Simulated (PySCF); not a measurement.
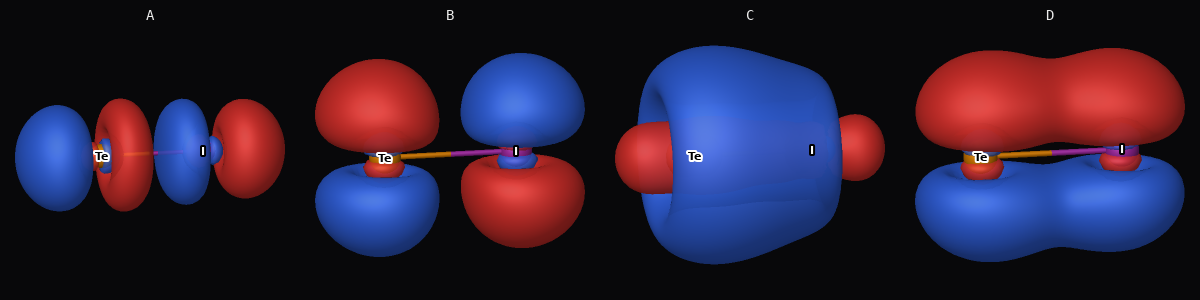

*TeI (charge +1, triplet). Four frontier α-spin orbitals, each drawn at the value that holds 80 % of its norm (red and blue are the two phases), in no order; of a degenerate pair one member is drawn.*

Core potentials replace the inner electrons of Te and I.

The calculation used PBE0/def2-SVP, non-relativistic Hamiltonian with scalar-relativistic core potentials where named, at a bond length of 2.588 Å in PySCF 2.14.0.

**Label each orbital by symmetry, say whether it is occupied, and order them by energy.**

Orbital D: π, occupied in this spin, −15.36 eV; bonding, with no node between the atoms.
Orbital B: π, occupied in this spin, −13.34 eV; antibonding, with a node between the atoms.
Orbital A: σ, empty in this spin, −8.69 eV; shared between the atoms (Te 55 %, I 45 %).
Orbital C: σ, empty in this spin, −0.84 eV; shared between the atoms (Te 70 %, I 30 %).
